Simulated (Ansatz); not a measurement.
# SiO2 (silicon dioxide molecule): B3LYP/6-31G(d) (Cartesian functions)

Aim: the electronic atomisation energy of SiO2 (silicon dioxide molecule) at B3LYP/6-31G* (Cartesian functions), from 3 runs. 

The calculation is run with Ansatz 0.2.0.

49 further runs of the same task are left out: 10 that didn't finish, 39 set aside as unsound or not needed.

## Step 1: The molecule

The species is SiO2 (3 atoms), meant as a singlet with charge 0. SMILES: `O=[Si]=O`. Geometry: relaxed at PBE0-D4/def2-TZVP.

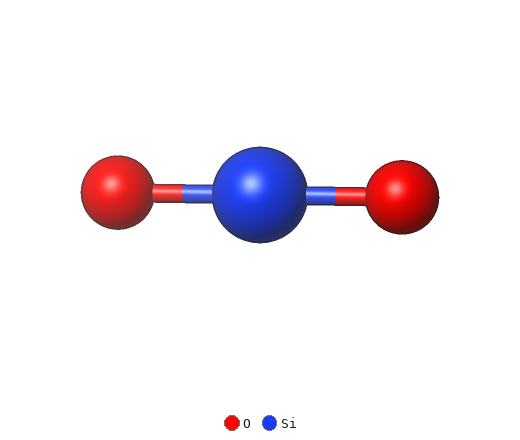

Viewed from a chosen angle; oxygen red, silicon blue.

## Step 2: The energy at B3LYP/6-31G(d) (Cartesian functions)

job.yaml

```yaml
crystal:
  periodic: [false, false, false]
  atoms:
    - {symbol: O, position_ang: [0.697730, 1.229600, 0.518760]}
    - {symbol: Si, position_ang: [-0.000010, 0.000000, -0.000000]}
    - {symbol: O, position_ang: [-0.697730, -1.229610, -0.518760]}
basis:
  gaussian: {orbitals: "6-31G*"}
output: {orbitals: {seedname: orbitals}}
hamiltonian: {xc: {name: B3LYP}}
accuracy: high
```

On the command line:

```console
$ ansatz run job.yaml --threads 1 --pin off --max-ram 3480MiB --events-out events.jsonl --progress --plain --runs-dir runs
```

The program printed:

```text
Warning: RAYON_NUM_THREADS=1 ignored (pool sized by the plan → 1); use --threads N
Functional definition: B3LYP
  name "B3LYP"
  parameter a0 = 0.2
  parameter ax = 0.72
  parameter ac = 0.81
  exchange = (1 - a0 - ax)*slater_x + ax*b88_x + a0*exact_x
  correlation = (1 - ac)*vwn_rpa_c + ac*lyp_c
849 factors; integrals over basis functions are off by at most 3.4e-9 eV
mean field evaluation 1: about -11958.5297 eV, gradient 8.2e1 eV
mean field evaluation 2: about -11909.0563 eV, gradient 1.7e2 eV
mean field evaluation 4: about -11971.0237 eV, gradient 2.8e0 eV
mean field evaluation 8: about -11971.0425 eV, gradient 1.1e-1 eV
mean field evaluation 16: about -11971.0425 eV, gradient 2.3e-7 eV
mean field -11971.04247985 eV, -439.9276968706 hartree, gradient 4.9e-9 eV, S^2 0.000000; 0 other end points of the search recorded, 0 dependent functions left out
reference -11971.04250916 eV, -439.9276979477 hartree; 15, 15 occupied and 34, 34 virtual orbitals, 849 factors
Total energy: -11971.04250916 eV, -439.9276979477 hartree
```

It took 1.7 s on 1 thread of Arm Neoverse V1, shared host; peak memory 0.11 GiB.

## Step 3: The O atom at the same level

molecule.yaml

```yaml
crystal:
  periodic: [false, false, false]
  atoms:
    - {symbol: O, position_ang: [0.000000, 0.000000, 0.000000]}
basis:
  gaussian:
    orbitals: "6-31G*"
magnetization:
  spin_polarized: true
  initial_magnetization: 2
hamiltonian:
  xc: {name: B3LYP}
accuracy: high
```

Run the same way, it converges to -75.06062 Eh (log not shown).

## Step 4: The Si atom at the same level

in.yaml

```yaml
crystal:
  periodic: [false, false, false]
  atoms:
    - symbol: Si
      position_ang: [0.000000, 0.000000, 0.000000]
basis:
  gaussian:
    orbitals: "6-31G*"
magnetization:
  spin_polarized: true
  initial_magnetization: 2
hamiltonian:
  xc: {name: B3LYP}
accuracy: high
```

Run the same way, it converges to -289.37173 Eh (log not shown).

## Step 5: Outcome

At B3LYP/6-31G* (Cartesian functions):

```
                     quantity          value
       molecule: total energy  -439.92770 Eh
        molecule: HOMO energy       -9.25 eV
        molecule: LUMO energy       -3.48 eV
      molecule: HOMO–LUMO gap        5.78 eV
         O atom: total energy   -75.06062 Eh
                 O atom: ⟨S²⟩          2.002
        Si atom: total energy  -289.37173 Eh
                Si atom: ⟨S²⟩          2.002
electronic atomisation energy      11.829 eV
```

In words: Taking the molecule apart into free atoms costs 11.83 eV (273 kcal/mol), before zero-point energy and without spin-orbit coupling.
